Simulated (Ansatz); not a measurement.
# LuZn (Pm-3m): from the cell to its phonons, part 3 of 3

Task: relax LuZn (Pm-3m), then find its harmonic phonons.

Ansatz 0.2.0; DFT PBEsol, scalar-relativistic, plane waves, PAW; PAW set soft_1.

So far. Step 3 (Relaxing to small forces for the phonons): The forces vanish by symmetry and the pressure is -0.005 GPa, within the tolerances set. The cell now holds 20.19 Å³/atom. Step 4 (Zone-centre response): Before it was imposed, the acoustic sum rule was missed by 1.7e-4 eV/Å². Small misses are needed for a sound result but don't prove that mesh and cutoff are converged. The lowest optical mode is real, 144 cm⁻¹. The relaxed cell has a = 3.431 Å (conventional setting).

### 5. Phonons on a q mesh (continued)

The phonon density of states has structure finer than the step of the table below, so its rows give means over 10 cm⁻¹, whole bins alone (the curve runs from 1 to 151 cm⁻¹). Peaks (cm⁻¹: height): 55.0: 0.0667, 133.0: 0.190, 141.0: 0.162.

Tetrahedra on a 20×20×20 mesh, mean over bins of 2 cm-1. Interpolated from a 4×4×4 q mesh. The phonon density of states by wavenumber; means over each step:

| wavenumber (cm⁻¹) | phonon density of states (1/cm⁻¹/cell) |
| --- | --- |
| 10 | 4.9e-4 |
| 20 | 0.00196 |
| 30 | 0.00425 |
| 40 | 0.00811 |
| 50 | 0.0439 |
| 60 | 0.0540 |
| 70 | 0.0535 |
| 80 | 0.0506 |
| 90 | 0.0542 |
| 100 | 0.0243 |
| 110 | 0.00546 |
| 120 | 0.0324 |
| 130 | 0.124 |
| 140 | 0.128 |

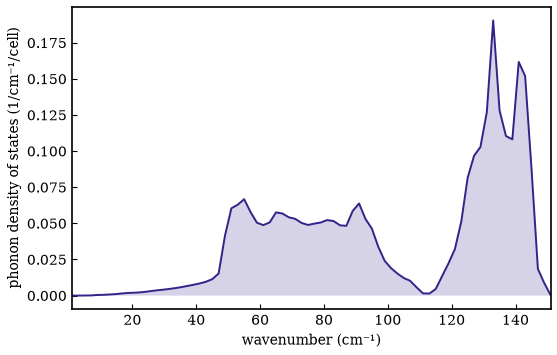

Phonon density of states, plotted against wavenumber.

The partial phonon density of states has structure finer than the step of the table below, so its rows give means over 10 cm⁻¹, whole bins alone (the curve runs from -10 to 165 cm⁻¹). Peaks (cm⁻¹: height): Lu 53.7: 0.0422, 91.1: 0.0476, 141.6: 0.0468; Zn 53.7: 0.0211, 132.8: 0.132.

Phonopy on the run's constants, 17x17x17 mesh, Gaussian sigma 2.0 cm-1. Interpolated from a 4×4×4 q mesh. The partial phonon density of states by wavenumber; means over each step; values in 1/cm⁻¹/cell:

| wavenumber (cm⁻¹) | Lu | Zn |
| --- | --- | --- |
| 0 | 4.7e-5 | 1.8e-5 |
| 10 | 4.1e-4 | 1.5e-4 |
| 20 | 0.00156 | 5.7e-4 |
| 30 | 0.00338 | 0.00119 |
| 40 | 0.00632 | 0.00226 |
| 50 | 0.0289 | 0.0152 |
| 60 | 0.0387 | 0.0148 |
| 70 | 0.0410 | 0.0118 |
| 80 | 0.0388 | 0.0114 |
| 90 | 0.0428 | 0.00973 |
| 100 | 0.0218 | 0.00384 |
| 110 | 0.00475 | 0.00208 |
| 120 | 0.00649 | 0.0278 |
| 130 | 0.0201 | 0.0995 |
| 140 | 0.0369 | 0.0878 |
| 150 | 0.00795 | 0.0124 |

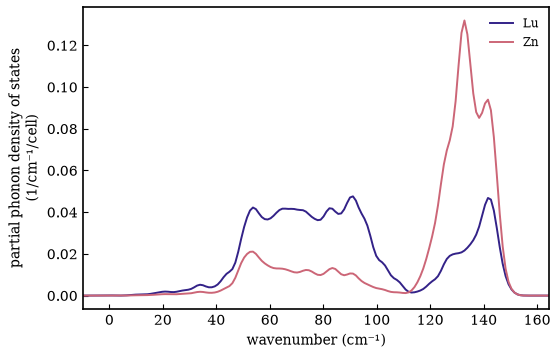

Partial phonon density of states against wavenumber.

Second derivatives of the energy by pair, one row for each kind of neighbour of each atom listed. Each entry sums the pair over the periodic images of the supercell that the q mesh stands for, and in a polar crystal it holds the long-range dipole part too. Force constants by pair, by row:

| atom | neighbour | distance (Å) | third of the trace (eV/Å²) | along the pair's line (eV/Å²) |
| --- | --- | --- | --- | --- |
| Lu1 | itself | 0 | 5.647 | – |
| Lu1 | Zn | 2.971 | -0.4242 | -1.333 |
| Lu1 | Lu | 3.431 | -0.3371 | -1.087 |
| Lu1 | Lu | 4.852 | 0.0142 | 0.1082 |
| Lu1 | Zn | 5.689 | -0.0097 | -0.0071 |
| Lu1 | Lu | 5.942 | -0.0457 | -0.1672 |
| Lu1 | Lu | 6.861 | 0.0342 | -0.0702 |
| Lu1 | Zn | 7.477 | -6.00e-4 | -0.0093 |
| Zn2 | itself | 0 | 3.569 | – |
| Zn2 | Lu | 2.971 | -0.4242 | -1.333 |
| Zn2 | Zn | 3.431 | 0.08 | 0.3248 |
| Zn2 | Zn | 4.852 | -0.0105 | -0.0166 |
| Zn2 | Lu | 5.689 | -0.0097 | -0.0071 |
| Zn2 | Zn | 5.942 | -0.0096 | -0.0308 |
| Zn2 | Zn | 6.861 | -0.0402 | -0.1723 |
| Zn2 | Lu | 7.477 | -6.00e-4 | -0.0093 |

Harmonic thermodynamic functions per atom, from the density of states. Interpolated from a 4×4×4 q mesh. Thermodynamic functions, by row:

| T (K) | F_vib (meV/atom) | S (J/mol-atom/K) | C_V (J/mol-atom/K) |
| --- | --- | --- | --- |
| 0 | 19.18 | 0 | 0 |
| 50 | 17.99 | 7.263 | 12.87 |
| 100 | 11.03 | 19.13 | 20.58 |
| 200 | -17.6 | 34.69 | 23.72 |
| 300 | -58.93 | 44.46 | 24.39 |
| 400 | -108.8 | 51.51 | 24.63 |
| 500 | -165.2 | 57.02 | 24.74 |
| 600 | -226.7 | 61.54 | 24.8 |
| 700 | -292.5 | 65.36 | 24.84 |
| 800 | -362 | 68.68 | 24.86 |
| 900 | -434.7 | 71.61 | 24.88 |
| 1000 | -510.3 | 74.23 | 24.89 |

Harmonic mean-square displacement, third of the trace. Interpolated from a 4×4×4 q mesh. Mean square displacements, by row:

| T (K) | Lu1 U_eq (Å²) | Zn2 U_eq (Å²) |
| --- | --- | --- |
| 0 | 0.00126 | 0.00246 |
| 100 | 0.00302 | 0.00465 |
| 300 | 0.00847 | 0.01238 |
| 600 | 0.01683 | 0.02445 |

Symmetry leaves 10 wavevectors to solve. The lowest mode among them, the acoustic zeros apart, lies at q = (0, 0.25, 0.25) and is real, 45.5 cm⁻¹.

### 6. Isotope substitution

An isotope changes the mass and not the force constants, so no new electronic calculation is needed; the shifts show which modes move this element.

The same force constants with the mass of Zn changed from 65.380 to 67.925 u (phonopy, no LO-TO term). Both lists are sorted by frequency; levels can cross, so a row need not hold one and the same mode. Modes under 3 cm⁻¹ are left out. Isotope shifts, by row:

| q | rank | natural mass (cm⁻¹) | changed mass (cm⁻¹) |
| --- | --- | --- | --- |
| 0 0 0 | 4 | 144 | 142 |
| 0 0 0 | 5 | 144 | 142 |
| 0 0 0 | 6 | 144 | 142 |
| 0 0 0.25 | 1 | 52.76 | 52.57 |
| 0 0 0.25 | 2 | 52.76 | 52.57 |
| 0 0 0.25 | 3 | 71.88 | 71.51 |
| 0 0 0.25 | 4 | 138.3 | 136.3 |
| 0 0 0.25 | 5 | 138.4 | 136.3 |
| 0 0 0.25 | 6 | 138.4 | 136.4 |
| 0 0 -0.5 | 1 | 81.6 | 81.6 |
| 0 0 -0.5 | 2 | 81.6 | 81.6 |
| 0 0 -0.5 | 3 | 113.9 | 112.1 |
| 0 0 -0.5 | 4 | 114.3 | 113.9 |
| 0 0 -0.5 | 5 | 131.2 | 128.7 |
| 0 0 -0.5 | 6 | 131.2 | 128.7 |
| 0 0.25 0.25 | 1 | 45.48 | 45.19 |
| 0 0.25 0.25 | 2 | 62.03 | 61.91 |
| 0 0.25 0.25 | 3 | 96.63 | 96.62 |
| 0 0.25 0.25 | 4 | 124 | 121.7 |
| 0 0.25 0.25 | 5 | 134.8 | 132.5 |
| 0 0.25 0.25 | 6 | 144.9 | 143.1 |

A mode of this element alone would shift by -1.89 %. The highest zone-centre frequency without the field goes from 144.0 to 142.0 cm⁻¹ (-1.4 %). The product of the frequency ratios over all optical modes at Γ is 0.959; the product rule, (m/m′)^(3k/2) (M′/M)^(3/2) with k = 1 such atoms and M the mass of the cell, gives 0.959.

### 7. Outcome

| Item | Value |
| --- | --- |
| space group after relaxation (within 0.01 Å) | Pm-3m |
| volume per atom | 20.2 Å³ |
| electronic character | no gap on this mesh |
| highest optical mode at the zone centre (no LO-TO term) | 144 cm⁻¹ |
| lowest optical zone-centre mode | 144 cm⁻¹ |
| lowest mode on the q mesh (acoustic modes at Γ apart) | 45.5 cm⁻¹ |
| highest frequency on the path or at a solved wavevector | 151 cm⁻¹ |
| zero-point energy per atom | 19.2 meV |
| heat capacity at 300 K | 24.4 J/(mol atoms K) |
| vibrational entropy at 300 K | 44.5 J/(mol atoms K) |
| Debye temperature (second moment) | 202 K |
| imaginary modes on the 4×4×4 q mesh | none |

In words: The structure is a minimum as far as tested: no mode is imaginary at the 10 irreducible wavevectors of the 4×4×4 mesh, and the softest away from the acoustic zeros lies at 45 cm⁻¹. The optical modes at Γ form one degenerate level at 144 cm⁻¹. The highest mode in this list at Γ, 144.0 cm⁻¹, is mostly motion of Zn (73 % of the kinetic energy). With no gap, or one that is small against the smearing, the frequencies hang on the k mesh and the smearing, most of all near Kohn anomalies. The phonon runs are without spin polarisation, although the cell has an odd electron count. Spin-orbit coupling is left out, which can matter for the heavy elements here. The PAW files were made for PBE and serve the other functionals too. These are harmonic frequencies at zero temperature: anharmonic shifts, linewidths and thermal expansion are left out.

[Hosts, paths, dates, database ids (printed as entryN), source tags and the programs' standing remarks are cut or masked in the printed files.]
